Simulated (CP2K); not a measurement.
# CH4ClGe (SMILES [CH3][GeH][Cl]) at PM6

What is the vertical ionisation energy of CH4ClGe at PM6? 

The calculation is run with CP2K 2026.2.

1 further run of the same task is left out (set aside as unsound or not needed). Runs told in other sessions of the task aren't counted.

## (1) The molecule

CH4ClGe has 7 atoms, charge 0, and is taken as a doublet. As SMILES, `[CH3][GeH][Cl]`. Geometry: relaxed at PBE0-D4/def2-TZVP.

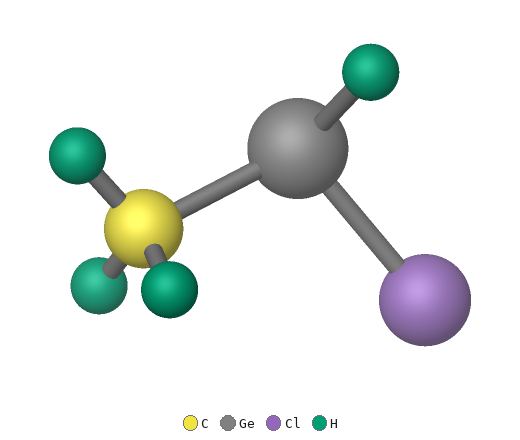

The structure, seen from a chosen angle (carbon yellow, germanium grey, chlorine purple, hydrogen teal).

## (2) A single-point energy at PM6

molecule.inp reads:

```
&GLOBAL
 PROJECT_NAME molecule
 RUN_TYPE ENERGY
 PRINT_LEVEL MEDIUM
&END GLOBAL
&FORCE_EVAL
 METHOD QS
 &DFT
  CHARGE 0
  MULTIPLICITY 2
  LSD T
  &QS
   METHOD PM6
   EPS_DEFAULT 1.0E-10
   &SE
    &COULOMB
     CUTOFF [angstrom] 50
     RC_RANGE [angstrom] 0
    &END COULOMB
    &EXCHANGE
     CUTOFF [angstrom] 50
     RC_RANGE [angstrom] 0
    &END EXCHANGE
   &END SE
  &END QS
  &POISSON
   PERIODIC NONE
   POISSON_SOLVER ANALYTIC
  &END POISSON
  &SCF
   SCF_GUESS ATOMIC
   EPS_SCF 1.0E-07
   MAX_SCF 150
   ADDED_MOS 4
   &DIAGONALIZATION
    ALGORITHM STANDARD
   &END DIAGONALIZATION
   &MIXING
    METHOD DIRECT_P_MIXING
    ALPHA 0.4
   &END MIXING
  &END SCF
  &PRINT
   &MOMENTS
    PERIODIC F
    REFERENCE COM
    MAX_MOMENT 1
   &END MOMENTS
   &MO ON
    ENERGIES T
    OCCUPATION_NUMBERS T
    NDIGITS 6
    &EACH
     QS_SCF 0
    &END EACH
    ADD_LAST NUMERIC
   &END MO
   &HIRSHFELD OFF
   &END HIRSHFELD
  &END PRINT
 &END DFT
 &SUBSYS
  &CELL
   ABC [angstrom] 15.7 14.7 15.2
   PERIODIC NONE
  &END CELL
  &COORD
   C     -0.733100     0.438400    -0.261900
   Ge     0.705400    -0.885500    -0.183100
   Cl     1.017000    -1.361700     1.909500
   H     -0.433400     1.314500     0.317300
   H     -1.646200     0.021400     0.160800
   H     -0.909900     0.729400    -1.298200
   H      2.061400    -0.324500    -0.690100
  &END COORD
  &TOPOLOGY
   &CENTER_COORDINATES
   &END CENTER_COORDINATES
  &END TOPOLOGY
 &END SUBSYS
&END FORCE_EVAL
```

The run is started by

```
$ OMP_NUM_THREADS=1 cp2k.psmp -i molecule.inp -o molecule.out
```

The program printed, shortened:

```text
CP2K| version string:                                       CP2K version 2026.2
[...]
 GLOBAL| Method name                                                        CP2K
[...]
 GLOBAL| Run type                                                         ENERGY
[...]
                             - Atoms:                                          7
[...]
                             - Spherical basis functions:                     21
[...]
 Number of electrons:                                                         10
[...]
     1 P_Mix/Diag. 0.40E+00    0.0     0.38847886       -15.2955877412 -1.53E+01
[...]
    22 DIIS/Diag.  0.57E-07    0.0     0.00000009       -18.7983798649 -8.88E-14
  *** SCF run converged in    22 steps ***
  Core-core repulsion energy [eV]:                            745.23230626641180
  Core Hamiltonian energy [eV]:                              -806.74179666729458
  Two-electron integral energy [eV]:                         -900.04087997021350
  Electronic energy [eV]:                                   -1256.76223665240127
  Total energy [eV]:                                         -511.52993038598959
  Atomic reference energy [eV]:                               511.35751601085434
  Heat of formation [kcal/mol]:                                -3.97597025972881
[...]
 SE_DIPOLE| Moment [Debye]          0.14649574      -1.55229025       2.21256089
 SE_DIPOLE| Derivative [a.u.]       0.00000000       0.00000000       0.00000000
 ENERGY| Total FORCE_EVAL ( QS ) energy [hartree]            -18.798379864930752
[...]
```

Wall time 1.1 s (1 thread of AMD EPYC 7B13 (Zen 3), shared host); peak memory 0.19 GiB.

## (3) The singlet cation, same level

calc.inp reads:

```
&global
  project_name calc
  run_type ENERGY
  print_level MEDIUM
&end
&force_eval
  method QUICKSTEP
  &dft
    charge 1
    multiplicity 1
    &qs
      method PM6
      eps_default 1.0E-10
      &se
        &coulomb
          cutoff [angstrom] 50
          rc_range [angstrom] 0
        &end
        &exchange
          cutoff [angstrom] 50
          rc_range [angstrom] 0
        &end
      &end
    &end
    &poisson
      periodic NONE
      poisson_solver ANALYTIC
    &end
    &scf
      scf_guess ATOMIC
      eps_scf 1.0E-07
      max_scf 150
      added_mos 4
      &diagonalization
        algorithm STANDARD
      &end
      &mixing
        method DIRECT_P_MIXING
        alpha 0.4
      &end
    &end
    &print
      &moments
        periodic F
        reference COM
        max_moment 1
      &end
      &mo ON
        energies T
        occupation_numbers T
        ndigits 6
        &each
          qs_scf 0
        &end
        add_last NUMERIC
      &end
      &hirshfeld OFF
      &end
    &end
  &end
  &subsys
    &cell
      abc [angstrom] 15.7 14.7 15.2
      periodic NONE
    &end
    &coord
      C     -0.733100     0.438400    -0.261900
      Ge     0.705400    -0.885500    -0.183100
      Cl     1.017000    -1.361700     1.909500
      H     -0.433400     1.314500     0.317300
      H     -1.646200     0.021400     0.160800
      H     -0.909900     0.729400    -1.298200
      H      2.061400    -0.324500    -0.690100
    &end
    &topology
      &center_coordinates
      &end
    &end
  &end
&end
```

The run is started by

```
$ OMP_NUM_THREADS=1 cp2k.psmp -i calc.inp > calc.out 2>&1
```

The program printed, shortened:

```text
CP2K| version string:                                       CP2K version 2026.2
[...]
 GLOBAL| Method name                                                        CP2K
[...]
 GLOBAL| Run type                                                         ENERGY
[...]
                             - Atoms:                                          7
[...]
                             - Spherical basis functions:                     21
[...]
 Number of electrons:                                                         18
[...]
     1 P_Mix/Diag. 0.40E+00    0.0     0.76011296       -15.6945437574 -1.57E+01
[...]
    20 DIIS/Diag.  0.46E-07    0.0     0.00000009       -18.5043824975 -3.55E-13
  *** SCF run converged in    20 steps ***
  Core-core repulsion energy [eV]:                            745.23230626641180
  Core Hamiltonian energy [eV]:                              -781.98249320905450
  Two-electron integral energy [eV]:                         -933.55933645171160
  Electronic energy [eV]:                                   -1248.76216143491047
  Total energy [eV]:                                         -503.52985516849850
  Atomic reference energy [eV]:                               511.35751601085434
  Heat of formation [kcal/mol]:                               180.51016156881545
[...]
 SE_DIPOLE| Moment [Debye]          0.39451213      -0.36762897       4.32396655
 SE_DIPOLE| Derivative [a.u.]       0.00000000       0.00000000       0.00000000
 ENERGY| Total FORCE_EVAL ( QS ) energy [hartree]            -18.504382497517792
[...]
```

It took 1.1 s on 1 thread of AMD EPYC 7B13 (Zen 3), shared host; peak memory 0.19 GiB.

## (4) Summary of results

At PM6:

```
                                           quantity           value
                      doublet CH4ClGe: total energy    -18.79838 Eh
                     doublet CH4ClGe: dipole moment          2.71 D
doublet CH4ClGe: HOMO energy (highest over α and β)        -8.11 eV
 doublet CH4ClGe: LUMO energy (lowest over α and β)        -2.00 eV
                 doublet CH4ClGe: heat of formation   -4.0 kcal/mol
                       singlet cation: total energy    -18.50438 Eh
                        singlet cation: HOMO energy       -15.82 eV
                        singlet cation: LUMO energy        -7.88 eV
                      singlet cation: HOMO–LUMO gap         7.93 eV
                  singlet cation: heat of formation  180.5 kcal/mol
 vertical ionisation energy (to the singlet cation)        8.000 eV
```

What this shows: Removing an electron at fixed nuclei costs 8.00 eV (184 kcal/mol). Only the singlet of the ionised species was computed; a triplet could lie lower.
